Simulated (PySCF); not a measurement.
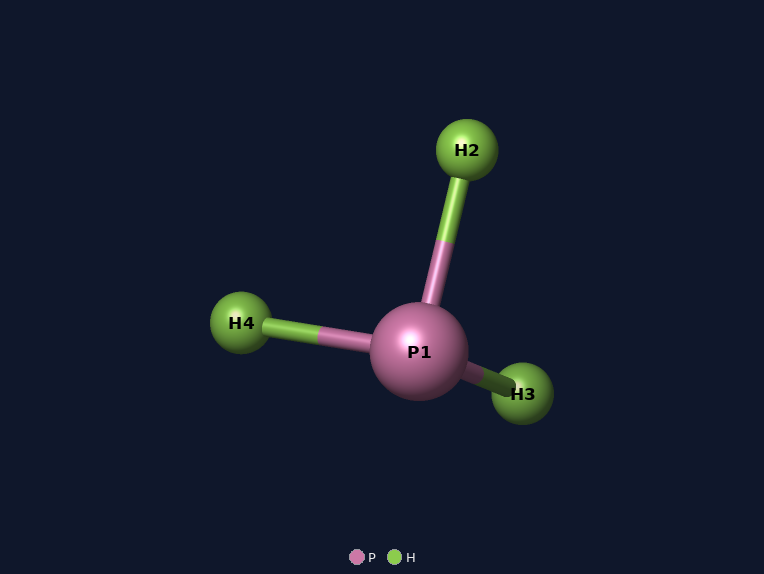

The computed structure is the end point of a GFN2-xTB optimisation. No frequency run is at hand to confirm it as a minimum. Method: GIAO PBE0/pcSseg-1 NMR shielding, non-relativistic, gas phase (PySCF 2.14.0), and the same with a continuum solvent (IEF-PCM, Bondi radii x 1.2, gas-phase geometry).

How do dipole (D), HOMO–LUMO gap (eV), σ(P1) (ppm), σ(H2) (ppm) change in cyclohexane (ε = 2.0), benzene (ε = 2.3), chloroform (ε = 4.7), tetrahydrofuran (ε = 7.4), dichloromethane (ε = 8.9), acetone (ε = 20.5), methanol (ε = 32.6), acetonitrile (ε = 35.7), dimethylsulfoxide (ε = 46.8), water (ε = 78.4)?

```tsv
medium	dipole (D)	HOMO–LUMO gap (eV)	σ(P1) (ppm)	σ(H2) (ppm)
gas phase	1.03	8.99	611.4	30.25
cyclohexane	1.14	9.04	612.3	30.17
benzene	1.16	9.05	612.5	30.16
chloroform	1.24	9.09	613.2	30.09
tetrahydrofuran	1.28	9.11	613.5	30.07
dichloromethane	1.29	9.11	613.5	30.06
acetone	1.32	9.13	613.8	30.03
methanol	1.33	9.13	613.9	30.03
acetonitrile	1.33	9.13	613.9	30.03
dimethylsulfoxide	1.34	9.14	613.9	30.02
water	1.34	9.14	614.0	30.02
```

The geometry is semi-empirical. Around P such bond lengths and angles can be off by a tenth of an ångström or more and by several degrees, and values that hang on the shape move with them.
